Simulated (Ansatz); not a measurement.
MoSe2 (2H-MoS2 type, space group P6_3/mmc)

```cif
data_Mo2Se4
_chemical_formula_sum 'Mo2 Se4'
_space_group_name_H-M_alt 'P 1'
_space_group_IT_number 1
_cell_length_a 3.27700
_cell_length_b 3.27700
_cell_length_c 12.73101
_cell_angle_alpha 90.000
_cell_angle_beta 90.000
_cell_angle_gamma 120.000
loop_
_space_group_symop_operation_xyz
  'x, y, z'
loop_
_atom_site_label
_atom_site_type_symbol
_atom_site_fract_x
_atom_site_fract_y
_atom_site_fract_z
_atom_site_occupancy
Mo1 Mo 0.33333 0.66667 0.25000 1
Mo2 Mo 0.66667 0.33333 0.75000 1
Se1 Se 0.33333 0.66667 0.61852 1
Se2 Se 0.66667 0.33333 0.11852 1
Se3 Se 0.66667 0.33333 0.38148 1
Se4 Se 0.33333 0.66667 0.88148 1
```

Equation-of-state scan: isotropic scaling of the cell above, V₀ being its volume. The atoms relax within the cell's symmetry.

The numbers are results of PBE-D3(BJ) (plane waves to 420 eV, PAW, scalar-relativistic; Ansatz, a program for electronic structure), not measurements. k mesh 12×12×3 (Γ-centred), Fermi-Dirac smearing 0.05 eV. E stands for the smeared free energy. With the shape held, the modulus is that of even scaling; a crystal free to change shape is softer. MoSe2 is run without spin polarisation. MoSe2 was relaxed with its symmetry unable to fall. The PAW data are Ansatz's earlier set. ΔE is measured from the relaxed starting cell.

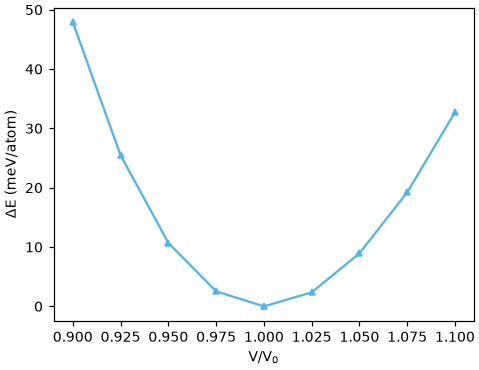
Fig. 1. ΔE (meV/atom) against V/V₀; one marker a computed point.

Q: What is ΔE at V/V₀ = 1.100?

A: About 33 meV/atom.

Q: What is ΔE at V/V₀ = 0.900?

A: About 48 meV/atom.

Q: What bulk modulus at fixed cell shape B₀ follows from a third-order Birch-Murnaghan fit?

A: About 64 GPa.

(A scan under strain: stresses follow from slopes of the energy per volume, elastic moduli from its curvatures.)
